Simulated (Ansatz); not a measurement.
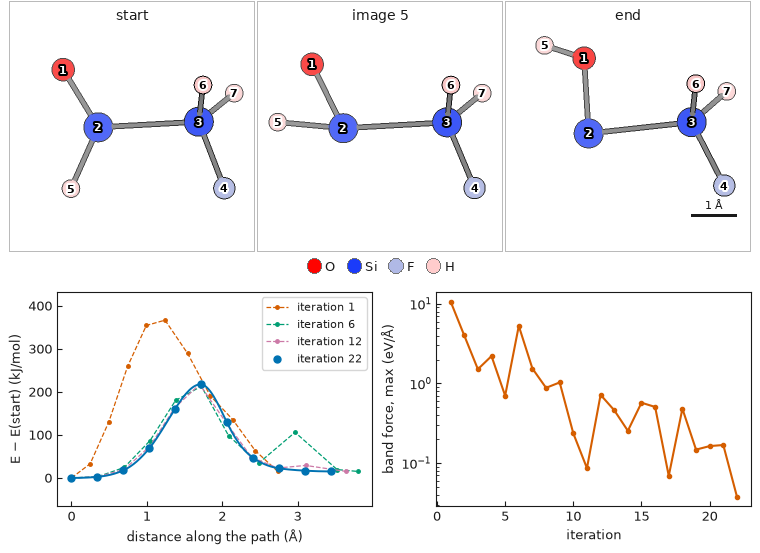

A search for the minimum-energy path of Si2H3OF by the nudged elastic band. Images are numbered from 0 (start) to 10 (end). The plot follows the band through its iterations. Style: ball-and-stick. Shown at a tilt.

Level of theory: Ansatz 0.2.0, RKS PBE-D4/6-31G*. Set-up: 9 movable images; climbing image; force threshold 0.05 eV/Å; iteration limit 60; spring constant 0.1 eV/Å²; starting path through a guess of the saddle point.

How did the profile develop, and is the result final?

The run is converged, with reservations. The band converged in 22 iterations. The largest component of the band force went from 11 to 0.038 eV/Å. The climbing image converged on the top of the path. Its curvatures weren't checked. The spring constant is far from the usual few eV/Å², which spoils the spacing or the steps. The first iteration put the highest image at 366.7 kJ/mol. Forward barrier 217.5 kJ/mol, backward barrier 202.4 kJ/mol, with image 5 at the top; the reaction energy is +15.1 kJ/mol.
